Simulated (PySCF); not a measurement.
# Excited-state calculation of C₈H₁₆Si

The run: excited-state calculation of C₈H₁₆Si. Method and program: TDDFT CAM-B3LYP/def2-SVPD, vertical, gas phase, core orbitals frozen in the response (PySCF 2.14.0).

The geometry comes from this level: PBE0-D3(BJ)/def2-SVP. It belongs to a series of runs on one base structure; here: H on C replaced by tBu.

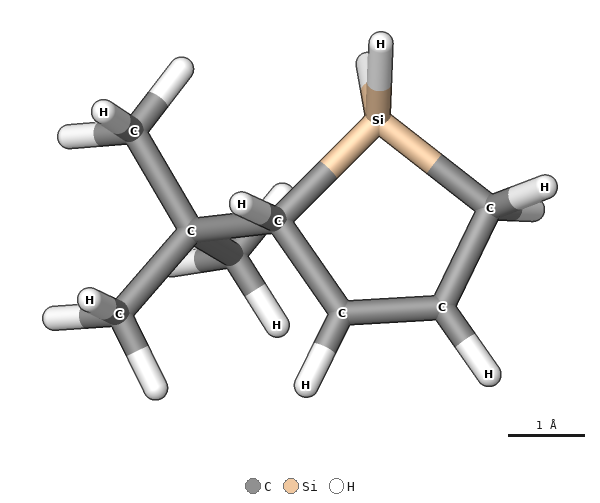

Figure 1. The structure (stick view, seen at a tilt). Bond lengths as drawn: C–C 1.34 to 1.55 Å, C–H 1.10 to 1.11 Å, C–Si 1.90 to 1.92 Å and H–Si 1.50 Å.

Summary

| quantity | value |
| --- | --- |
| outcome | converged |
| total energy | −603.475886 hartree |
| HOMO | −8.34 eV |
| LUMO | 1.18 eV |
| dipole moment | 0.38 D |
| mean polarisability | 118.52 a.u. |
| vertical ionisation energy | 8.98 eV |
| lowest singlet excitation | 6.72 eV |
| hardware | 1 CPU thread, shared host |
| wall time | 12 min |
| peak memory | 1.7 GiB |

The input
```
{"job": {"kind": "uv", "xc": "CAM-B3LYP", "basis": "def2-SVPD", "ip": true}, "charge": 0, "multiplicity": 1}
C     -2.014150     0.260868     0.887272
C     -0.836019     0.517368    -0.058899
C     -0.877720     1.981759    -0.500292
C     -0.964945    -0.395930    -1.279421
C      0.503044     0.256096     0.685147
C      0.689082    -1.157927     1.181825
C      1.784182    -1.855928     0.846793
C      2.839663    -1.218564    -0.017070
Si     2.134393     0.524897    -0.286352
H     -2.070313    -0.793488     1.196427
H     -1.934208     0.878198     1.796558
H     -2.967938     0.509215     0.394969
H     -0.772944     2.658166     0.363314
H     -1.832962     2.215397    -0.996558
H     -0.069272     2.213764    -1.211828
H     -1.929334    -0.234214    -1.786453
H     -0.906891    -1.456453    -0.989488
H     -0.168040    -0.204151    -2.014180
H      0.512947     0.939480     1.556421
H     -0.076303    -1.608726     1.823605
H      1.922260    -2.882914     1.204275
H      2.993947    -1.779839    -0.954808
H      3.818871    -1.199706     0.491079
H      1.963782     0.868079    -1.732198
H      2.984567     1.590646     0.329411
```

The first line tells a small driver script what to run in PySCF; the rest is the geometry in Å.

Run as:
```bash
OMP_NUM_THREADS=1 python <driver script> task.json out
```

Log
```
coarse grid: 20232 points
cycle   1  E = -603.3226673376  dE =  9.842e-01  |g| = 3.944e-01  |ddm| = 1.471e+01
cycle   2  E = -603.3418040886  dE = -1.914e-02  |g| = 3.198e-01  |ddm| = 2.707e+00
cycle   3  E = -603.3686617607  dE = -2.686e-02  |g| = 4.556e-02  |ddm| = 1.166e+00
cycle   4  E = -603.3691213590  dE = -4.596e-04  |g| = 2.603e-02  |ddm| = 2.766e-01
cycle   5  E = -603.3692858280  dE = -1.645e-04  |g| = 5.184e-03  |ddm| = 8.262e-02
cycle   6  E = -603.3692922495  dE = -6.421e-06  |g| = 1.647e-03  |ddm| = 1.936e-02
final grid: 187544 points
cycle   7  E = -603.4758797318  dE = -6.089e-05  |g| = 4.609e-03  |ddm| = 3.535e-01
cycle   8  E = -603.4758801196  dE = -3.878e-07  |g| = 4.600e-03  |ddm| = 5.736e-02
cycle   9  E = -603.4758856210  dE = -5.501e-06  |g| = 4.041e-04  |ddm| = 1.450e-02
cycle  10  E = -603.4758856437  dE = -2.266e-08  |g| = 2.916e-04  |ddm| = 2.118e-03
cycle  11  E = -603.4758856653  dE = -2.161e-08  |g| = 5.236e-05  |ddm| = 1.157e-03
cycle  12  E = -603.4758856660  dE = -6.996e-10  |g| = 1.467e-05  |ddm| = 2.211e-04
```

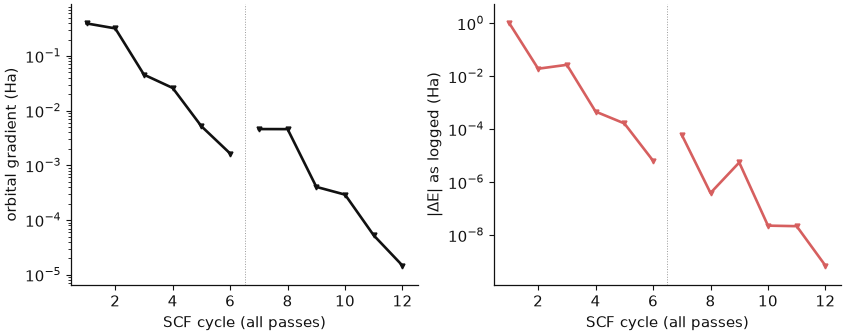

Figure 2. Convergence of the self-consistent field: orbital gradient and size of the energy change against the SCF cycle. The dotted line marks the change from a coarse to the final integration grid. The first 6 cycles use a coarse grid, the final grid takes over at cycle 7, and the field converges after 12 cycles in all.

```
converged SCF energy = -603.4758856660

Static polarisability (au): isotropic 118.519, principal 101.248 116.920 137.388

Singlet excitations
state   eV       nm        f      main configurations
  1   6.7179    184.6   0.00680   H->L 0.70, H->L+1 0.14
  2   6.8971    179.8   0.21926   H->L+1 0.58, H->L+2 0.23, H->L 0.10
  3   7.2007    172.2   0.00978   H-1->L+1 0.47, H-1->L+2 0.28, H-1->L 0.14
  4   7.3461    168.8   0.00704   H->L+2 0.55, H->L+1 0.18, H->L+4 0.17
  5   7.5872    163.4   0.00629   H->L+6 0.53, H->L+4 0.20, H->L+5 0.12
  6   7.7156    160.7   0.00242   H->L+5 0.54, H->L+6 0.10, H->L+8 0.10
  7   7.7373    160.2   0.01475   H-1->L 0.60, H-1->L+1 0.15
  8   7.8790    157.4   0.00460   H-2->L+1 0.38, H-2->L+2 0.27, H-2->L 0.11
  9   7.8864    157.2   0.00739   H->L+4 0.24, H->L+3 0.18, H->L+7 0.15
 10   8.0488    154.0   0.03994   H-1->L+2 0.42, H-1->L+1 0.14, H-1->L+4 0.12

Triplet excitations (Tamm-Dancoff, eV): 4.2756 6.6052 7.0189 7.2226
Vertical ionisation energy (delta-SCF) = 8.9767 eV
```

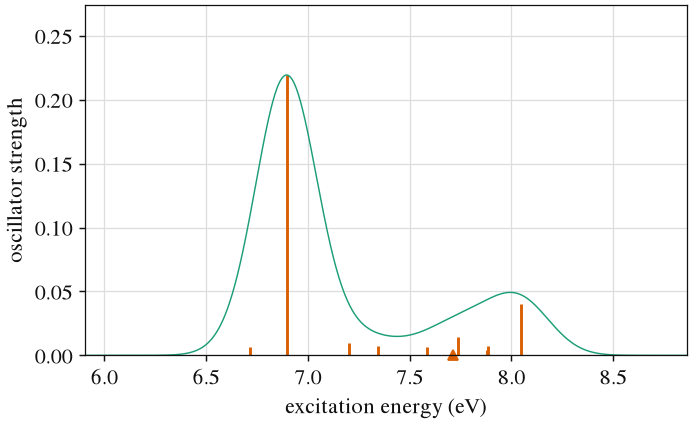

Figure 3. Computed excitations as sticks (degenerate states added up, dark ones marked on the axis), with a Gaussian envelope of 0.35 eV full width at half maximum, scaled to the tallest. Of the 10 states the lowest lies at 6.72 eV (f = 0.007); the strongest line is at 6.90 eV, or 180 nm (f = 0.219).

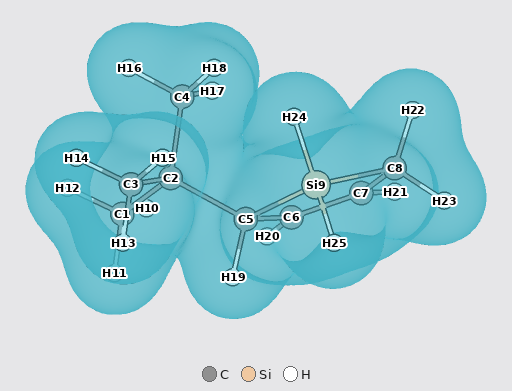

Figure 4. Isosurface of the electron density at 0.1 e/Å³ (cyan), seen from the side. At this value the surface is in one piece. On the grid the lowest density along these lines, outside the cores, is 2.3 e/Å³ (C–C, 1.34 Å), 0.77 e/Å³ (C–Si, 1.90 Å), 1.9 e/Å³ (C–H, 1.10 Å) and 1.7 e/Å³ (C–C, 1.51 Å).

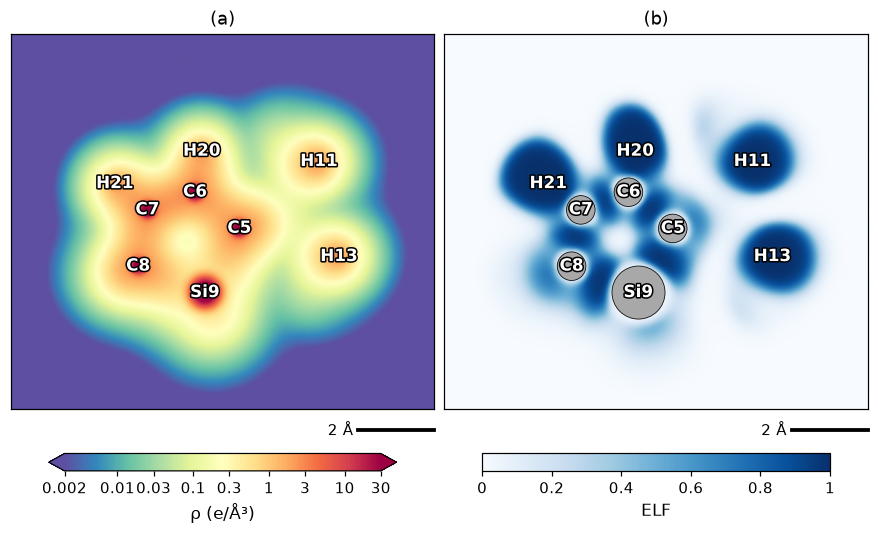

Figure 5. (a) total electron density; (b) ELF on the plane of atoms C6, C5 and Si9. Grey discs, where drawn, cover atomic cores. The section cuts through C, Si and H sites. C–C (1.34 Å): ρ at the midpoint is about 2.3 e/Å³; the ELF peaks at about 0.95 between the atoms; a double or triple bond. C–C (1.51 Å): ρ at the midpoint is about 1.7 e/Å³; the ELF peaks at about 0.95 between the atoms, which marks a covalent bond.
